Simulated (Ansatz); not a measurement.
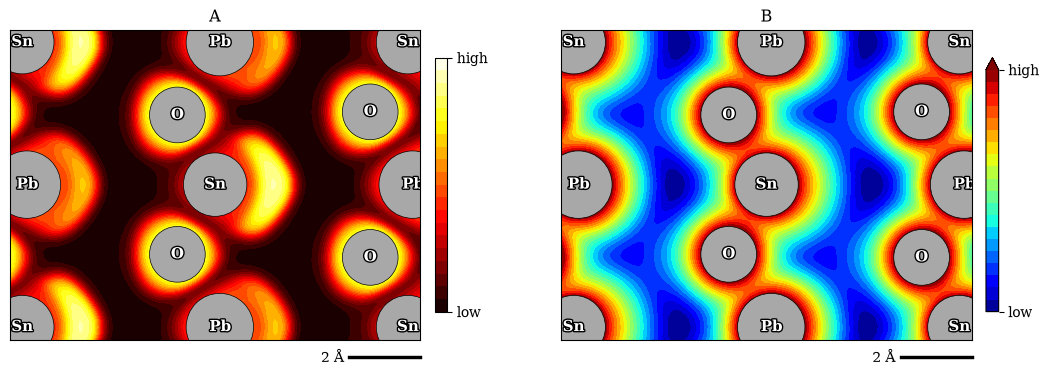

SnPb$_{3}$O$_{4}$: 2 fields on the (11̄0) plane of the conventional cell, with unlabelled colour scales. Grey discs cover the atomic cores.

Space group I4mm; a structure generated by program, which may or may not match a known phase; not relaxed (largest force 0.5 eV/Å); computed pressure about −3 GPa in this cell.

Computed with DFT r2SCAN, scalar-relativistic, plane waves, PAW in Ansatz 0.2.0.

```
Sn Pb O
1.0
     5.66103    0.00000    0.00000
     0.00000    5.66103    0.00000
     0.00000    0.00000   10.83936
Sn Pb O
2 6 8
Cartesian
  0.0000 0.0000 9.2196
  2.8305 2.8305 3.8000
  0.0000 2.8305 1.4976
  2.8305 0.0000 6.9172
  2.8305 0.0000 1.4976
  0.0000 2.8305 6.9172
  0.0000 0.0000 3.9315
  2.8305 2.8305 9.3512
  1.3846 1.3846 8.1577
  4.2151 4.2151 2.7380
  1.4459 1.4459 2.7380
  4.2765 4.2765 8.1577
  1.4459 4.2151 2.7380
  4.2765 1.3846 8.1577
  4.2151 1.4459 2.7380
  1.3846 4.2765 8.1577
```

Q: Match the panels to the quantities (electron localisation function and valence pseudo-density).

A: Panel A: electron localisation function. Panel B: valence pseudo-density. From the grid: Sn–O (2.23 Å): ρ at the midpoint is about 0.46 e/Å³; the ELF peaks at about 0.85 in the valence shell of O, 0.6 Å from its nucleus, and is about 0.20 at the midpoint (no shared electron pair shows on this line). Pb–O (2.37 Å): ρ at the midpoint is about 0.41 e/Å³; the ELF is about 0.15 at the midpoint; no localised pair shows between them.
